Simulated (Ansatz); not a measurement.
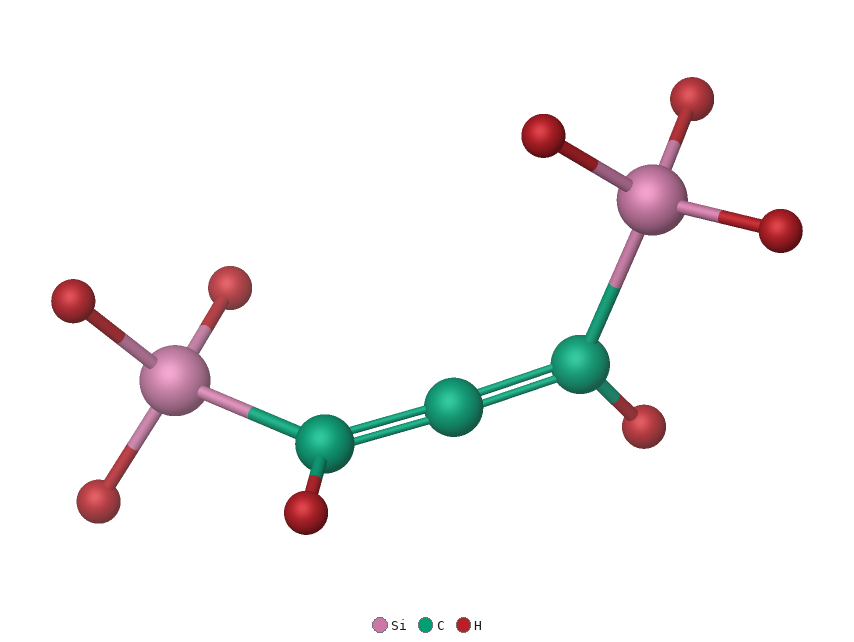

The computed structure is the end point of a PBE0-D4/def2-TZVP optimisation. Program: Ansatz 0.2.0.

Tabulate dipole (D), HOMO energy (eV) at these levels: B3LYP-D4/def2-TZVPP; PBE-D4/def2-TZVPP; r2SCAN-D4/def2-TZVPP; ωB97M-V/def2-TZVPP.

| level | dipole (D) | HOMO energy (eV) |
| --- | --- | --- |
| B3LYP-D4/def2-TZVPP | 0.58 | −7.43 |
| PBE-D4/def2-TZVPP | 0.58 | −6.53 |
| r2SCAN-D4/def2-TZVPP | 0.60 | −6.74 |
| ωB97M-V/def2-TZVPP | 0.60 | −9.80 |
